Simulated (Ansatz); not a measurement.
## Strength of the Te–Si bond: CH8Si2Te → SiH2(CH3)Te + SiH3

Species: CH8Si2Te `C[SiH2][Te][SiH3]`, singlet; SiH2(CH3)Te, doublet; SiH3 (silyl radical) `[SiH3]`, doublet. 

Shapes, held fixed at every level: PBE0-D4/def2-TZVP. Flexible molecules stand in one conformer, not always the lowest. Programs: Ansatz 0.2.0. The zero-point and thermal change to 298 K, harmonic and unscaled (PBE0-D4/def2-TZVP), is -10.7 kJ/mol.

```json
{"level": "HF/def2-TZVPP", "kind": "Hartree–Fock", "ΔH(298 K) (kJ/mol)": "+176.3", "less CCSD(T)/def2-TZVPP": "-101.7"}
{"level": "B3LYP-D4/def2-TZVPP", "kind": "global hybrid", "ΔH(298 K) (kJ/mol)": "+273.4", "less CCSD(T)/def2-TZVPP": "-4.6"}
{"level": "wB97M-V/def2-TZVPP", "kind": "range-separated hybrid", "ΔH(298 K) (kJ/mol)": "+283.3", "less CCSD(T)/def2-TZVPP": "+5.3"}
{"level": "B2PLYP/def2-TZVPP", "kind": "double hybrid", "ΔH(298 K) (kJ/mol)": "+269.6", "less CCSD(T)/def2-TZVPP": "-8.4"}
{"level": "MP2/def2-SVP", "kind": "perturbation theory", "ΔH(298 K) (kJ/mol)": "+264.4", "less CCSD(T)/def2-TZVPP": "-13.6"}
{"level": "CCSD(T)/def2-SVP", "kind": "coupled cluster or CI", "ΔH(298 K) (kJ/mol)": "+253.7", "less CCSD(T)/def2-TZVPP": "-24.3"}
{"level": "CCSD/def2-SVP", "kind": "coupled cluster or CI", "ΔH(298 K) (kJ/mol)": "+246.6", "less CCSD(T)/def2-TZVPP": "-31.4"}
{"level": "CCSD(T)/def2-TZVPP", "kind": "coupled cluster or CI", "ΔH(298 K) (kJ/mol)": "+278.0", "less CCSD(T)/def2-TZVPP": "0.0"}
```

The highest level, CCSD(T)/def2-TZVPP, gives ΔH(298 K) = +278.0 kJ/mol; the levels span +176.3 to +283.3. The column of differences is taken from that level and isn't an error. Hartree–Fock misses the correlation of the pair that is broken and comes out low. No measured value is set beside it here. Open shells run unrestricted unless RO is named. For atoms past krypton def2 sets carry core potentials with scalar relativity. Correlated rows may include outer-core shells of Te, which these sets cover unevenly.

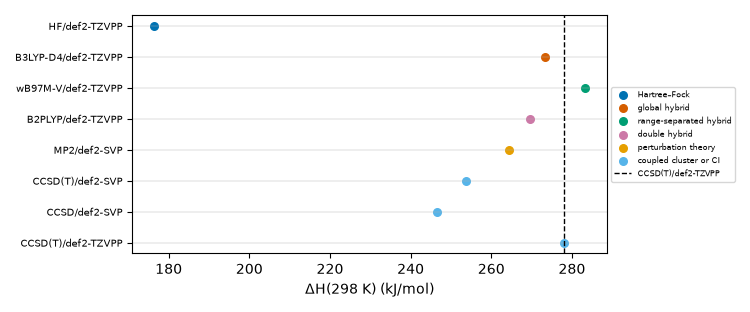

The values of the table, level by level.
